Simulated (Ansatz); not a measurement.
ZnCu (Pm-3m): Drude plasma energy against volume

The cell of ZnCu (Pm-3m) is scaled evenly and the response computed anew at each volume, on one mesh.

Cell: a, b, c = 2.945, 2.945, 2.945 Å (primitive vectors), 2 atoms.

Method: Ansatz 0.2.0, PBEsol, independent particles, k-mesh 14×14×14 with interpolation inside its cells, Gaussian parameter 0.1 eV.

Launch of the response step: `ansatz run input.yaml --threads 4 --pin off --max-ram 8192MiB --backend cpu --events-out ev --progress --plain --runs-dir out`. The series took 6.9 min in all, on 4 threads of AMD EPYC (Zen 3), on a shared host.

```
V/V₀  V (Å³, primitive cell)  Drude plasma energy (eV)
0.94                   24.01                         ?
0.96                   24.52                     9.750
0.98                   25.03                     9.684
1.00                   25.54                     9.621
1.02                   26.05                     9.562
1.04                   26.56                     9.504
1.06                   27.07                     9.448
```

For small changes the quantity should be close to linear in ln V.

Working, on the rows shown:

| x = ln(V/V₀) | y = Drude plasma energy |
| --- | --- |
| -0.040822 | 9.75 |
| -0.0202027 | 9.684 |
| 0 | 9.621 |
| 0.0198026 | 9.562 |
| 0.0392207 | 9.504 |
| 0.0582689 | 9.448 |

Means: x̄ = 0.0093779, ȳ = 9.5948. Σ(x − x̄)(y − ȳ) = -0.0209, Σ(x − x̄)² = 0.006873. Slope = -0.0209 / 0.006873 = -3.042; intercept = ȳ − slope · x̄ = 9.6234. The line misses the rows shown by at most 0.0025 eV.

Q: What does the fit predict for the withheld row, and how well does it do?

A: At x = -0.061875 the line gives y = 9.8116 eV. The run gave 9.819 eV, so the extrapolation is off by 0.0074 eV, 2 % of the range in the table.

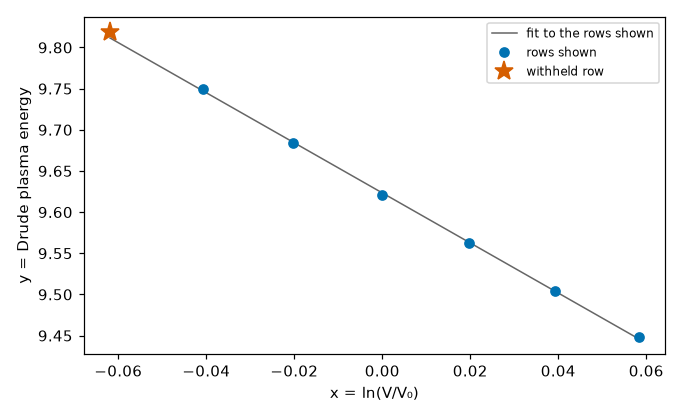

Between the rows on either side of x = 0 the slope is (9.562 − 9.684) / (0.019803 − (-0.020203)) = -3.05. So d ln ωp/d ln V = -0.32; free electrons would give −0.50. The values come from a sum over the points of one k-mesh and carry its error, which is largest for Fermi-surface quantities.

[Logs are printed without paths, hosts, clocks, repeated set-up lines and the standing remarks that a program may print on its own settings, such as how far it seeks lower states.]
